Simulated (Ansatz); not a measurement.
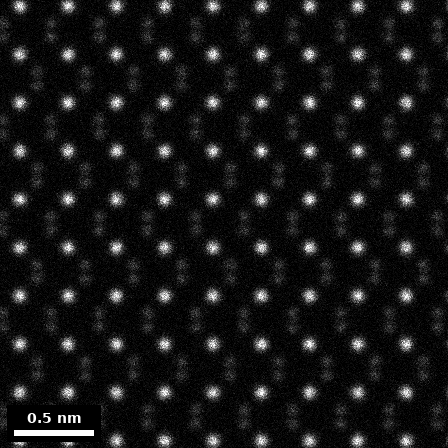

Z-contrast image of CuCl₄O₂ (Cmce, No. 64). The image is simulated as a sum over atoms of Z^1.7, blurred by a 0.59 Å probe (no channelling). The probe carries 15 % of its weight in a tail 2.5 times as wide. Shot noise was added. Atomic positions: the geometry relaxed with Ansatz 0.2.0, DFT, PAW plane waves, r2scan; the starting structure was generated, so it need not be a known form of this composition.

```
CELL_PARAMETERS angstrom
16.66323 0.00000 0.00000
0.00000 6.04253 0.00000
0.00000 0.00000 6.04303
ATOMIC_POSITIONS crystal
Cl 0.19956 0.50000 0.50000
Cl 0.30044 0.50000 0.00000
Cl 0.30044 0.00000 0.50000
Cl 0.19956 0.00000 0.00000
Cl 0.50000 0.32245 0.67758
Cl 0.50000 0.17755 0.17758
Cl 0.50000 0.67755 0.32242
Cl 0.50000 0.82245 0.82242
Cu 0.50000 0.00000 0.50000
Cu 0.50000 0.50000 0.00000
O 0.29295 0.50000 0.50000
O 0.20705 0.50000 0.00000
O 0.20705 0.00000 0.50000
O 0.29295 0.00000 0.00000
Cl 0.69956 0.00000 0.50000
Cl 0.80044 0.00000 0.00000
Cl 0.80044 0.50000 0.50000
Cl 0.69956 0.50000 0.00000
Cl 0.00000 0.82245 0.67758
Cl 0.00000 0.67755 0.17758
Cl 0.00000 0.17755 0.32242
Cl 0.00000 0.32245 0.82242
Cu 0.00000 0.50000 0.50000
Cu 0.00000 0.00000 0.00000
O 0.79295 0.00000 0.50000
O 0.70705 0.00000 0.00000
O 0.70705 0.50000 0.50000
O 0.79295 0.50000 0.00000
```

### Along which zone axis is the crystal seen: [011], [100], [001] or [021]? (Directions equivalent by symmetry count as one.)

[100]. The projected cells are 4.27 × 8.60 Å, 104° for [011]; 3.02 × 6.04 Å, 90° for [100]; 3.02 × 8.33 Å, 90° for [001]; 2.70 × 8.44 Å, 99° for [021], and the image repeats as the [100] one does.
